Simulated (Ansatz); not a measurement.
# Relaxing random alloy of the bcc W-Ti line, x = 0.625 (64 atoms)

How does random alloy of the bcc W-Ti line, x = 0.625 (64 atoms) relax, and what do bonds and levels look like afterwards?

Method: Kohn-Sham DFT, PBE, PAW (set soft_2), plane waves, in Ansatz 0.2.0.

## (1) The structure

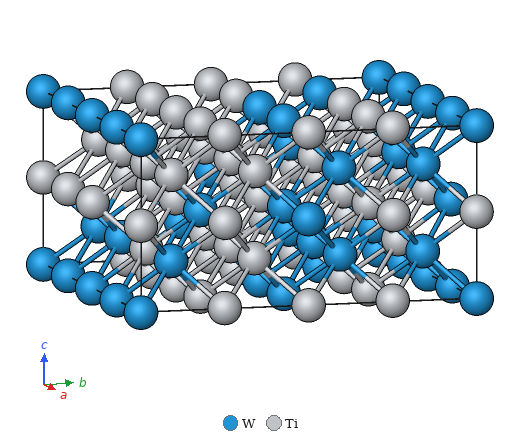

The starting structure, seen slightly off an axis (tungsten blue, titanium light grey). Some periodic images of atoms are drawn too.

The cell holds 64 atoms: 24 W and 40 Ti. Cell: a = 12.902 Å, b = 12.902 Å, c = 6.451 Å, α = 90.0°, β = 90.0°, γ = 90.0°. It derives from W (bcc W-Ti) and Ti, repeated 4×4×2. Bcc W-Ti: 64 atoms, 40 of 64 W sites given to Ti at random, cell and internal coordinates interpolated linearly between the end members (Vegard's rule); not relaxed, displaced by a Gaussian of 0.02 Å. Lattice constants are starting values near those of PBE.

Before any run, some limits are plain. The host structure and its lattice constant were typed by rule, without a check against the phase diagram. No spin–orbit coupling is included, so levels derived from the heavy atoms are approximate.

## (2) Single point at the start

The forces at the start show how far the geometry lies from a minimum of this functional.

Contents of input.yaml:

```yaml
crystal:
  lattice:
    - [12.9025, 0.0, 0.0]
    - [0.0, 12.9025, 0.0]
    - [0.0, 0.0, 6.45125]
  atoms:
    - { symbol: W, position: [0.00252, 0.99905, 0.99836] }
    - { symbol: W, position: [0.12334, 0.12634, 0.24286] }
    - { symbol: Ti, position: [0.0027, 0.99882, 0.50099] }
    - { symbol: Ti, position: [0.12461, 0.12727, 0.74361] }
    - { symbol: Ti, position: [0.9995, 0.2494, 0.00351] }
    - { symbol: W, position: [0.1233, 0.37473, 0.24728] }
    - { symbol: Ti, position: [7.0e-05, 0.2509, 0.49659] }
    - { symbol: Ti, position: [0.12677, 0.3764, 0.75156] }
    - { symbol: Ti, position: [0.0014, 0.49894, 0.99962] }
    - { symbol: Ti, position: [0.12355, 0.62458, 0.25164] }
    - { symbol: W, position: [0.99893, 0.49938, 0.49787] }
    - { symbol: Ti, position: [0.12369, 0.62396, 0.74996] }
    - { symbol: Ti, position: [0.99827, 0.75036, 0.00515] }
    - { symbol: Ti, position: [0.12615, 0.8747, 0.24725] }
    - { symbol: Ti, position: [0.99884, 0.75262, 0.50016] }
    - { symbol: Ti, position: [0.12401, 0.8753, 0.75651] }
    - { symbol: W, position: [0.25019, 0.00096, 0.00093] }
    - { symbol: W, position: [0.37445, 0.12323, 0.24892] }
    - { symbol: Ti, position: [0.24968, 0.00091, 0.5026] }
    - { symbol: Ti, position: [0.37644, 0.12544, 0.75274] }
    - { symbol: Ti, position: [0.24883, 0.25194, 0.00159] }
    - { symbol: Ti, position: [0.37454, 0.37576, 0.24977] }
    - { symbol: Ti, position: [0.25175, 0.25236, 0.50678] }
    - { symbol: Ti, position: [0.37284, 0.37276, 0.74844] }
    - { symbol: Ti, position: [0.25025, 0.50136, 0.00098] }
    - { symbol: W, position: [0.37187, 0.62453, 0.25257] }
    - { symbol: Ti, position: [0.25036, 0.50118, 0.49931] }
    - { symbol: W, position: [0.37469, 0.62529, 0.75127] }
    - { symbol: W, position: [0.25031, 0.75018, 0.99792] }
    - { symbol: W, position: [0.37559, 0.87519, 0.2535] }
    - { symbol: Ti, position: [0.25186, 0.75029, 0.49884] }
    - { symbol: Ti, position: [0.37401, 0.87566, 0.75024] }
    - { symbol: W, position: [0.49947, 7.0e-05, 0.99808] }
    - { symbol: Ti, position: [0.62608, 0.12431, 0.2538] }
    - { symbol: Ti, position: [0.50063, 0.00092, 0.49661] }
    - { symbol: Ti, position: [0.62526, 0.12615, 0.74704] }
    - { symbol: Ti, position: [0.49959, 0.25005, 0.99574] }
    - { symbol: Ti, position: [0.62549, 0.37631, 0.24734] }
    - { symbol: Ti, position: [0.50054, 0.24797, 0.49988] }
    - { symbol: Ti, position: [0.6225, 0.37674, 0.75127] }
    - { symbol: W, position: [0.49996, 0.4988, 0.00395] }
    - { symbol: W, position: [0.62805, 0.62212, 0.25383] }
    - { symbol: Ti, position: [0.50252, 0.50052, 0.49628] }
    - { symbol: Ti, position: [0.62634, 0.62472, 0.74813] }
    - { symbol: Ti, position: [0.49809, 0.75085, 0.00246] }
    - { symbol: Ti, position: [0.62403, 0.87581, 0.24645] }
    - { symbol: Ti, position: [0.50124, 0.75007, 0.49942] }
    - { symbol: W, position: [0.62484, 0.87635, 0.75233] }
    - { symbol: W, position: [0.75082, 0.00021, 0.00024] }
    - { symbol: W, position: [0.87596, 0.12536, 0.25212] }
    - { symbol: W, position: [0.74952, 0.99623, 0.50322] }
    - { symbol: Ti, position: [0.87839, 0.12568, 0.74969] }
    - { symbol: Ti, position: [0.74979, 0.24982, 5.0e-05] }
    - { symbol: Ti, position: [0.87326, 0.3742, 0.24691] }
    - { symbol: W, position: [0.75039, 0.24954, 0.50154] }
    - { symbol: Ti, position: [0.87473, 0.37653, 0.75066] }
    - { symbol: W, position: [0.7534, 0.49706, 0.99799] }
    - { symbol: W, position: [0.8764, 0.62892, 0.24923] }
    - { symbol: W, position: [0.75007, 0.49965, 0.50413] }
    - { symbol: W, position: [0.87455, 0.62605, 0.74901] }
    - { symbol: Ti, position: [0.74803, 0.75049, 0.00156] }
    - { symbol: W, position: [0.877, 0.87483, 0.24809] }
    - { symbol: Ti, position: [0.75087, 0.75037, 0.50087] }
    - { symbol: W, position: [0.87489, 0.8768, 0.75115] }
kpoints:
  mp_grid: { grid: [2, 2, 3] }
hamiltonian:
  xc: pbe
scf:
  occupations: { method: fermi_dirac, width: 0.1 }
output:
  forces: true
```

Launch:

```
$ ansatz run input.yaml --threads 4 --pin off --max-ram 15872MiB --backend cpu --events-out ev --progress --plain --runs-dir out
```

Numbers of over 12 decimals in the logs are rounded to 6 here.

Output:

```text
Engine: ansatz 0.2.0, aarch64-unknown-linux-gnu
Pseudopotentials: kind: paw
Pseudopotential: W, paw, valence charge 14, recommended cutoff 420 eV (normal), W.paw.azcp
Pseudopotential: Ti, paw, valence charge 12, recommended cutoff 420 eV (normal), Ti.paw.azcp
Functional definition: PBE
  parameter kappa = 0.804
  parameter beta = 0.066725
  exchange = pbe_x(kappa = kappa, mu = beta*pi^2/3)
  correlation = pbe_c(beta = beta)
Crystal: 64 atoms, lattice volume = 1073.969 Å³
Basis set: ecut = 420 eV, 20965 PW (Γ), exchange–correlation on 180×180×90 points (8 copies of the dense FFT grid, shifted against one another)
Bands: 490, of which v1, the nominal top of the filled ones, is band 408 counted from 1 (407 counted from 0)
Symmetry: 1 space group operations
Space group: P1 (ITA 1), of the structure as read, at distance tolerance 1.0e-4 Å
k-points: 8 of 12 (time reversal used)
Non-local potential: W, projectors of the file, l = 0: 3, l = 1: 2, l = 2: 2, l = 3: 1
Non-local potential: Ti, projectors of the file, l = 0: 3, l = 1: 2, l = 2: 3, l = 3: 1
PAW form: soft (Blöchl's): semilocal exchange-correlation on the pseudo side does not see the compensation charge
PAW one-centre angular grid: W, 590 points (default); XC on 64 Gauss nodes
PAW one-centre angular grid: Ti, 590 points (default); XC on 64 Gauss nodes
Initial density: superposition of atomic densities (neutral atoms: chi_scale 0, normalization atom), corrected by the library's trained network
Initial wavefunctions: pseudopotential atomic-orbital guess
Functional: x = pbe(κ = 0.804, μ = 0.219515), c = pbe(β = 0.066725)
SCF iter   1: F=—  HF=-349220.906648 eV  |F-HF|=—  |Δ(HF+E_count)|=         —  Δρ=8.82e-3  dr2=3.50e0  ethr=1.77e-3  ⟨swp⟩=9.9  Hψ=20391  notcnv=0
preconditioner: auto → Kerker (q_TF=auto, 2.606 Å⁻¹)  [metal: Δε(μ)=0.003 eV  Ē_g=3.247 eV  σ=0.100 eV  W_gap=0.01  n_scr=300 (ndim 8)  ℏωp=19.8 eV  f_vac=0.000  D(μ)=106.99/eV (n_scr^D=1392)]
SCF iter   2: F=—  HF=-349220.767426 eV  |F-HF|=—  |Δ(HF+E_count)|=   1.39e-1  Δρ=3.91e-3  dr2=6.67e-1  ethr=4.29e-4  ⟨swp⟩=1.1  Hψ=4515  notcnv=0
SCF iter   3: F=—  HF=-349220.728266 eV  |F-HF|=—  |Δ(HF+E_count)|=   3.92e-2  Δρ=6.64e-4  dr2=6.05e-3  ethr=8.18e-5  ⟨swp⟩=1.4  Hψ=3932  notcnv=0
SCF iter   4: F=—  HF=-349220.728374 eV  |F-HF|=—  |Δ(HF+E_count)|=   1.08e-4  Δρ=1.62e-4  dr2=4.59e-4  ethr=7.42e-7  ⟨swp⟩=2.0  Hψ=5266  notcnv=0
SCF iter   5: F=—  HF=-349220.728349 eV  |F-HF|=—  |Δ(HF+E_count)|=   2.55e-5  Δρ=4.13e-5  dr2=2.21e-5  ethr=5.62e-8  ⟨swp⟩=2.9  Hψ=6429  notcnv=0
SCF iter   6: F=—  HF=-349220.728376 eV  |F-HF|=—  |Δ(HF+E_count)|=   2.65e-5  Δρ=1.39e-5  dr2=2.33e-6  ethr=2.71e-9  ⟨swp⟩=2.0  Hψ=5059  notcnv=0
SCF iter   7: F=—  HF=-349220.728375 eV  |F-HF|=—  |Δ(HF+E_count)|=   3.38e-7  Δρ=3.87e-6  dr2=2.91e-7  ethr=2.86e-10  ⟨swp⟩=2.0  Hψ=5255  notcnv=0
SCF iter   8: F=-349220.728375 eV  HF=-349220.728375 eV  |F-HF|=2.09e-8  |Δ(HF+E_count)|=   2.07e-8  Δρ=1.10e-6  dr2=2.34e-8  ethr=1.23e-11  ⟨swp⟩=3.8  Hψ=10470  notcnv=0
SCF 1 converged in 8 iterations: F = -349220.728375 eV  dr2 = 2.34e-8
  greatest PAW one-centre occupation: 1.000 electrons in one spin orbital (limit 2), on the W atom at site 10 (counted from 0), in its partial waves of l = 0
SCF converged after 8 iterations
Free energy (F): -349220.728375 eV
Harris-Foulkes:  -349220.728375 eV  (|F-HF|=2.09e-8)
Internal energy: -349217.210162 eV  (E = F + TS)
E sigma→0 (E₀):  -349218.969268 eV
Entropy (-TS):   -3.518213 eV (-54.972 meV/atom)
Fermi energy:    16.154930 eV
--- Per-component energies (eV) ---
  E_band       = -8624.911703
  E_kinetic    = 21661.034430
  E_local      = -47667.732008  (includes V_loc(G=0)·N_el)
  E_nonlocal   = 348.542181
  E_hartree    = 18727.087229
  E_xc         = -10287.532624
  E_vxc        = -10586.941683  (∫ρ·V_xc dr)
  E_paw        = -247403.242185  (= ΣΔE_a)
  E_vpaw       = -9833.982966  (= ΣTr[D̂ρ^β])
  E_aug_tail   = 0.003428  (compensation charges beyond the density's cutoff)
  E_ewald      = -84595.370612
  E_smearing   = -3.518213  (= −TS)
  E_closure    = -0.000000  (closes the sum)
  Σ components = -349220.728375   (vs F -349220.728375, Δ=0.00e0)
--- Forces (eV/Å), atoms counted from 1 ---
  atom   1  W     -0.74906217     0.20879504     0.47756950
  atom   2  W      0.31947315    -0.80394021    -0.15746192
  atom   3  Ti    -0.45198877     0.18912172    -0.55215821
  atom   4  Ti     0.00701393    -0.47292066     0.71974650
  atom   5  Ti     0.45762960    -0.16782993     0.67457948
  atom   6  W     -0.21526429     0.52889100     0.46596750
  atom   7  Ti     0.36343427    -0.19767780    -0.85189566
  atom   8  Ti    -0.32451465     0.21434993    -0.22175160
  atom   9  Ti    -0.32664234     0.36340317     0.21225711
  atom  10  Ti     0.11975124     0.06653225    -0.01859799
  atom  11  W     -0.00115401     0.34164050    -0.32339742
  atom  12  Ti     0.03332447     0.02381263    -0.12521468
  atom  13  Ti    -0.86759980    -0.06440215    -0.24919548
  atom  14  Ti     0.29990739     0.22423437    -0.70102492
[...]
atom  63  Ti     0.42489758     0.01964057    -0.01754861
  atom  64  W      0.01415282     0.57282575     0.20267809
  max |Σ_I F_I| component: 4.98e-5 eV/Å
```

Wall time 4 min (4 threads of Arm Neoverse V1, shared host); peak memory 8.8 GiB; 15 min of CPU time.

Read from the output:

| Quantity | Value |
| --- | --- |
| free energy | -349220.7284 eV |
| free energy per atom | -5456.5739 eV/atom |
| SCF cycles | 8 |
| r.m.s. force component | 0.4487 eV/Å |
| longest force | 1.34 eV/Å |
| Fermi energy | 16.15 eV |

The r.m.s. force component of 0.45 eV/Å sets the starting point.

Length of the force by element:

```
element  coordination  atoms  mean length of the force (eV/Å)  spread  least  most
     Ti           all     40                            0.681   0.239  0.132  1.33
      W           all     24                            0.825   0.250  0.470  1.34
```

## (3) Cell and atoms relaxed

The cell is relaxed with the atoms, since the starting lattice needn't suit this functional.

input.yaml, as its differences from that of step 2:

```diff
@@ -15 +15,5 @@
   forces: true
+relax:
+  f_tol: 0.04
+  max_steps: 150
+  cell: {}
```

Output:

```text
[...]
Crystal: 64 atoms, lattice volume = 1073.969 Å³
Basis set: ecut = 420 eV, 20965 PW (Γ), exchange–correlation on 180×180×90 points (8 copies of the dense FFT grid, shifted against one another)
Bands: 490, of which v1, the nominal top of the filled ones, is band 408 counted from 1 (407 counted from 0)
Symmetry: 1 space group operations
[...]
k-points: 8 of 12 (time reversal used)
[...]
SCF iter   1: F=—  HF=-349220.906642 eV  |F-HF|=—  |Δ(HF+E_count)|=         —  Δρ=8.82e-3  dr2=3.50e0  ethr=1.77e-3  ⟨swp⟩=9.9  Hψ=20391  notcnv=0
[...]
SCF iter   8: F=-349220.728375 eV  HF=-349220.728375 eV  |F-HF|=2.10e-8  |Δ(HF+E_count)|=   2.11e-8  Δρ=1.09e-6  dr2=2.34e-8  ethr=1.23e-11  ⟨swp⟩=3.5  Hψ=10464  notcnv=0
SCF 1 converged in 8 iterations: F = -349220.728375 eV  dr2 = 2.34e-8
[...]
relax step   1: F+E_penalty+E_count = -349220.72837515 eV  Δ(F+E_penalty+E_count) = +0.000e0 eV  max|allowed force component| = 1.297e0 eV/Å  Δτ_max = 0.0000 Å  P = -3.922 GPa  Ω = 1073.969 Å³  (8 SCF iters, dr2 threshold 1.00e-7 eV, accepted)
[...]
relax step   2: F+E_penalty+E_count = -349219.89740412 eV  Δ(F+E_penalty+E_count) = +8.310e-1 eV  max|allowed force component| = 2.311e0 eV/Å  Δτ_max = 0.1950 Å  P = +11.621 GPa  Ω = 1007.805 Å³  energy of the carried Pulay correction = +1.422e-2 eV  (7 SCF iters, dr2 threshold 6.40e-6 eV, rejected (line search))
[...]
relax step   3: F+E_penalty+E_count = -349222.60606682 eV  Δ(F+E_penalty+E_count) = -1.878e0 eV  max|allowed force component| = 6.094e-1 eV/Å  Δτ_max = 0.0950 Å  P = -1.070 GPa  Ω = 1061.265 Å³  energy of the carried Pulay correction = +2.663e-3 eV  (10 SCF iters, accepted)
[...]
relax step   4: F+E_penalty+E_count = -349223.03305650 eV  Δ(F+E_penalty+E_count) = -4.270e-1 eV  max|allowed force component| = 2.474e-1 eV/Å  Δτ_max = 0.0990 Å  P = +0.469 GPa  Ω = 1059.026 Å³  energy of the carried Pulay correction = +3.135e-3 eV  (6 SCF iters, dr2 threshold 6.40e-6 eV, accepted)
[...]
relax step   5: F+E_penalty+E_count = -349223.09115704 eV  Δ(F+E_penalty+E_count) = -5.810e-2 eV  max|allowed force component| = 1.338e-1 eV/Å  Δτ_max = 0.1182 Å  P = +0.045 GPa  Ω = 1060.953 Å³  energy of the carried Pulay correction = +2.729e-3 eV  (6 SCF iters, dr2 threshold 3.82e-6 eV, accepted)
[...]
relax step   6: F+E_penalty+E_count = -349223.10226731 eV  Δ(F+E_penalty+E_count) = -1.111e-2 eV  max|allowed force component| = 2.093e-2 eV/Å  Δτ_max = 0.0326 Å  P = +0.008 GPa  Ω = 1061.061 Å³  energy of the carried Pulay correction = +2.706e-3 eV  (6 SCF iters, dr2 threshold 1.12e-6 eV, accepted)
[...]
relax step   7: F+E_penalty+E_count = -349223.09958359 eV  Δ(F+E_penalty+E_count) = +2.684e-3 eV  max|allowed force component| = 2.091e-2 eV/Å  Δτ_max = 0.0000 Å  P = +0.010 GPa  Ω = 1061.061 Å³  stress off target by 2.30e-2 GPa  SCF on the basis re-selected at this cell (its energy is not comparable with the rows above)  (6 SCF iters)
basis re-selected at this cell: Δ(F+E_penalty+E_count) = +2.684e-3 eV, ΔP = +0.003 GPa vs the last step (what re-selecting the basis moved, of the pressure what is left beyond the Pulay correction that the steps carried, after the strain that the cell walked since its last selection, [...]
SCF converged after 6 iterations
Free energy (F): -349223.099584 eV
[...]
Internal energy: -349219.970790 eV  (E = F + TS)
E sigma→0 (E₀):  -349221.535187 eV
Entropy (-TS):   -3.128794 eV (-48.887 meV/atom)
Fermi energy:    16.419817 eV
[...]
--- Forces (eV/Å), atoms counted from 1 ---
  atom   1  W      0.00700633     0.01368546     0.00307239
  atom   2  W     -0.01909296     0.00374679    -0.00620865
  atom   3  Ti     0.00449316     0.01003735     0.00396748
  atom   4  Ti    -0.00392052     0.00503509    -0.00036686
  atom   5  Ti     0.00479732    -0.00491855    -0.00195664
  atom   6  W      0.01177877     0.00363831    -0.00202340
  atom   7  Ti    -0.00103355    -0.00610795     0.00801759
  atom   8  Ti    -0.01145727    -0.00322167     0.00326950
  atom   9  Ti    -0.00393647    -0.00267681     0.00480365
  atom  10  Ti     0.00240144     0.00536716    -0.00769075
  atom  11  W     -0.00759237     0.00249749     0.00528578
  atom  12  Ti     0.00473877    -0.01037825     0.00326220
  atom  13  Ti    -0.00179872    -0.00435292     0.00355378
  atom  14  Ti     0.00250552    -0.00225142     0.00488046
[...]
atom  63  Ti     0.00577666     0.00095207    -0.00333263
  atom  64  W     -0.01690736    -0.00254989    -0.00032209
  max |Σ_I F_I| component: 6.36e-7 eV/Å
--- Stress (GPa, compression-positive) ---
        0.003755       0.000134      -0.006055
        0.000134       0.007940      -0.004333
       -0.006055      -0.004333       0.019784
  P = ⅓ Tr σ = 0.0105 GPa (0.105 kbar)
--- Relaxed structure (6 steps of the walk, 5 accepted, 1 SCFs on fresh bases) ---
  F+E_penalty+E_count = -349223.09958359 eV   max|allowed force component| = 2.091e-2 eV/Å   (the final SCF, on the basis selected at the relaxed cell)
  cell:  # Å, volume = 1061.0612 Å³
    - [12.796031, 0.00569119, 0.00724311]
    - [0.00569119, 12.856324, 0.045002]
    - [0.00362156, 0.022501, 6.449913]
  atoms:
    - { symbol: W, position: [-0.00254252, 0.998388, 1.001012] }
    - { symbol: W, position: [0.123826, 0.118789, 0.240053] }
    - { symbol: Ti, position: [-0.00111708, 0.999469, 0.491188] }
    - { symbol: Ti, position: [0.125491, 0.122243, 0.757497] }
[...]
- { symbol: W, position: [0.874985, 0.879805, 0.750779] }
```

The job ended after 28 min (4 threads; peak memory 8.9 GiB).

Relaxation path:

```
step  energy less that of the first step (eV)  largest force component (eV/Å)  pressure (GPa)  volume (Å³)
   1                                   0.0000                          1.2971           -3.92      1073.97
   2                                   0.8310                          2.3114           11.62      1007.80
   3                                  -1.8777                          0.6094           -1.07      1061.27
   4                                  -2.3047                          0.2474            0.47      1059.03
   5                                  -2.3628                          0.1338            0.04      1060.95
   6                                  -2.3739                          0.0209            0.01      1061.06
  7*                                  -2.3712                          0.0209            0.01      1061.06
```

Relaxation steps marked * repeat the geometry before them on a plane-wave basis chosen anew for their cell, so energy and pressure can jump there. Relaxation step 2 was tried and not accepted.

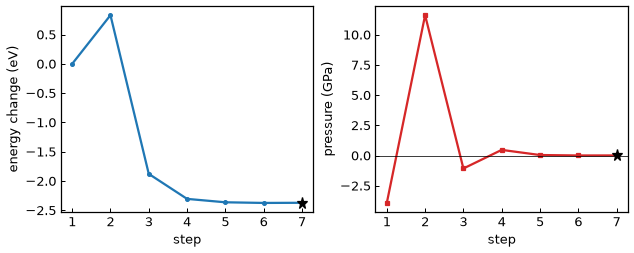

Energy and pressure along the relaxation. Stars mark steps on a basis chosen anew.

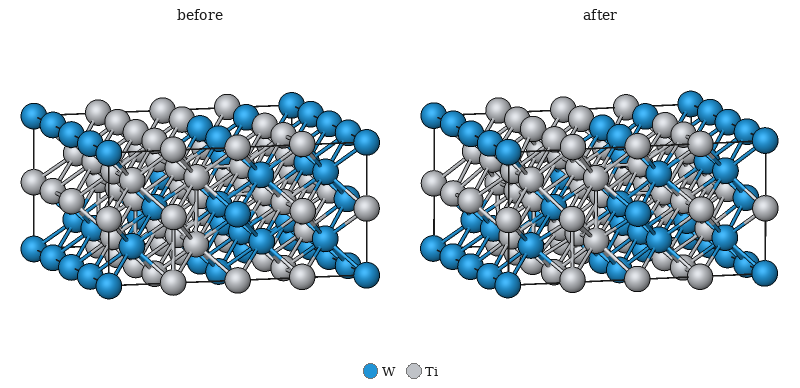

Before and after, at one scale.

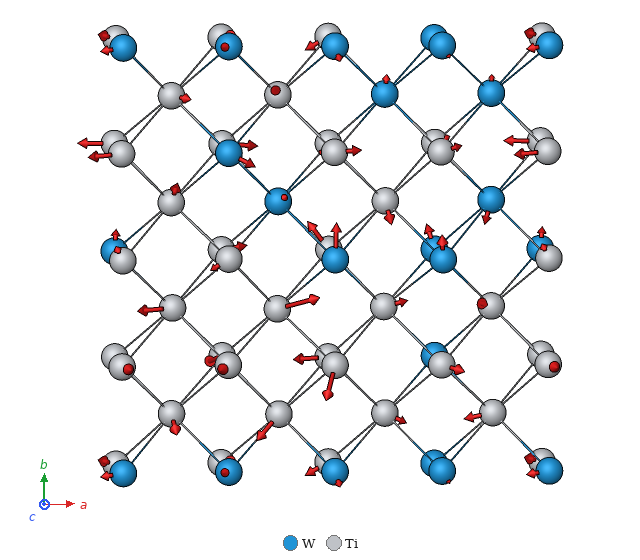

Displacements in the relaxation, exaggerated, measured against the changing cell; the longest in the cell stands for 0.21 Å. Drawn is a slice 4 Å thick, seen along the normal of the ab plane.

```
     cell as run  before   after  change
           a (Å)  12.902  12.796  -0.8 %
           b (Å)  12.902  12.856  -0.4 %
           c (Å)   6.451   6.450  -0.0 %
           α (°)   90.00   89.60  -0.4 %
           β (°)   90.00   89.94  -0.1 %
           γ (°)   90.00   89.95  -0.1 %
volume (Å³/atom)   16.78   16.58  -1.2 %
```

The atoms that moved most (Å, as changes of fractional coordinates times the final cell):

```
atom      dx      dy      dz  length
Ti24   0.160   0.055   0.129   0.213
Ti37  -0.044  -0.126   0.133   0.189
Ti22   0.108   0.072  -0.136   0.188
Ti23  -0.049  -0.038  -0.148   0.160
Ti54  -0.064   0.066   0.123   0.153
 Ti8  -0.124  -0.019  -0.088   0.153
 Ti7   0.053  -0.065  -0.118   0.145
Ti39  -0.121  -0.015  -0.073   0.142
```

The relaxation changed the energy by -37.0 meV/atom, and atoms moved by 0.098 Å r.m.s., 0.21 Å at most.

## (4) Structure statistics after relaxation

Density 9.90 g/cm³, 16.58 Å³ an atom.

Pair distribution functions g(r), in bins of 0.2 Å:

```
r (Å)  total  Ti-Ti  Ti-W   W-W
 2.60   0.58   0.00  0.74  1.64
 2.80   5.92   5.61  6.45  5.10
 3.00   0.73   1.71  0.14  0.00
 3.20   2.88   2.53  2.92  3.69
 3.40   0.54   0.59  0.51  0.53
 3.60   0.00   0.00  0.00  0.00
 3.80   0.00   0.00  0.00  0.00
 4.00   0.00   0.00  0.00  0.00
 4.20   0.01   0.03  0.00  0.00
 4.40   1.32   1.16  1.58  0.88
 4.60   2.37   2.18  2.56  2.23
 4.80   0.15   0.21  0.14  0.00
 5.00   0.00   0.00  0.00  0.00
 5.20   2.11   2.59  1.73  2.12
 5.40   3.77   3.21  4.21  3.83
 5.60   1.33   1.25  1.52  0.94
 5.80   0.07   0.10  0.07  0.00
 6.00   0.00   0.00  0.00  0.00
 6.20   0.07   0.14  0.02  0.04
 6.40   0.80   0.92  0.48  1.53
 6.60   0.09   0.15  0.05  0.07
 6.80   0.35   0.62  0.24  0.00
 7.00   2.91   2.67  2.96  3.38
 7.20   2.84   2.83  2.76  3.15
 7.40   0.20   0.29  0.15  0.08
 7.60   0.03   0.02  0.05  0.00
 7.80   1.65   1.52  1.79  1.51
```

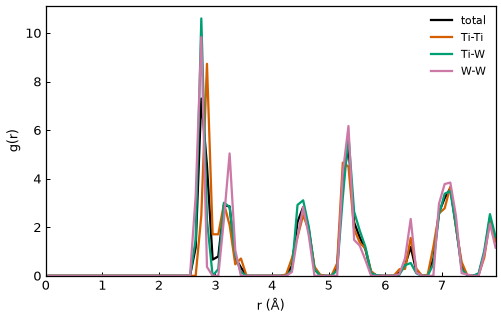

Pair distribution functions.

[end of part 1 of 2]

[Logs are printed without paths, hosts, clocks, repeated set-up lines and the standing remarks that a program may print on its own settings, such as how far it seeks lower states.]

[Hosts, paths, dates, database ids (printed as entryN), source tags and the programs' standing remarks are cut or masked in the printed files.]
